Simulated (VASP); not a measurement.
Given:

```yaml
crystal:
  lattice:
    - [1.87101, -3.24068, 0.00000]
    - [1.87101, 3.24068, 0.00000]
    - [0.00000, 0.00000, 4.76865]
  atoms:
    - { symbol: Pt, position: [0.00000, 0.00000, 0.00000] }
    - { symbol: Se, position: [0.33333, 0.66667, 0.26521] }
    - { symbol: Se, position: [0.66667, 0.33333, 0.73479] }
```

The numbers are results of LDA (Ceperley-Alder, Perdew-Zunger), VASP's LDA PAW potentials (set 64) (plane waves; VASP), not measurements. Run with 520 eV cut-off, 11×11×7 Γ-centred mesh, tetrahedra with Blöchl corrections, potentials Pt Se.

Unless said otherwise, spin-orbit coupling is left out, though it shifts the bands of the heavy elements here.

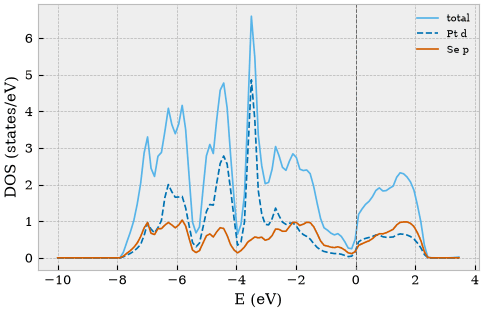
Figure. Total and projected density of states, zero at the Fermi level

Within 2 eV below the Fermi level the largest weight inside VASP's projection spheres is Se p, then Pt d.

It has no gap at this level: it comes out as a metal or semimetal.

The compound is PtSe2 in the 1T layered structure. It was relaxed first, which changed the volume by -6 %.
